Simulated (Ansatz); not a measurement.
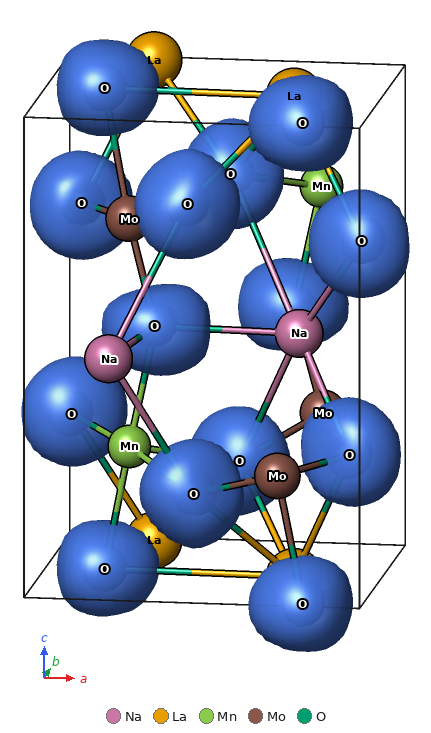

NaLaMnMoO6. Isosurface of the ELF at 0.7 (blue), seen at an oblique angle. Core shells and regions of very low density are left out. Sticks mark near contacts.

Space group P2₁; a generated structure, not necessarily the stable one; computed pressure about −11 GPa in this cell; the SCF solution may not be the lowest one; the program warned that another magnetic order may lie lower; spin-polarised.

Method: Kohn-Sham DFT of a periodic cell, LDA, Ansatz PAW (Ansatz).

In a PAW calculation such maps are meaningful between the atoms, not at the nuclei.

Where are the electrons localised?

Answer. The surface consists of twelve regions wrapped around O (the valence shell of each), counted in one cell of 20 atoms. Any copies at cell faces, edges or corners count once. Along the contacts the grid gives the following. Mo–O (1.83 Å): the ELF peaks at about 0.80 in the valence shell of O, 0.5 Å from its nucleus, and drops to about 0.30 between the two atoms; no shared electron pair shows on this line. Mn–O (2.07 Å): the ELF peaks at about 0.80 in the valence shell of O, 0.6 Å from its nucleus, and is about 0.15 at the midpoint; no shared electron pair shows on this line.

How are the moments arranged in this solution?

Answer. Parallel moments (a ferromagnetic arrangement) in this solution; site moments Mn: +3.7 μB (×2) in one cell of 20 atoms, with smaller moments on other sites: Mo (up to +0.18 μB) and O (up to +0.07 μB).
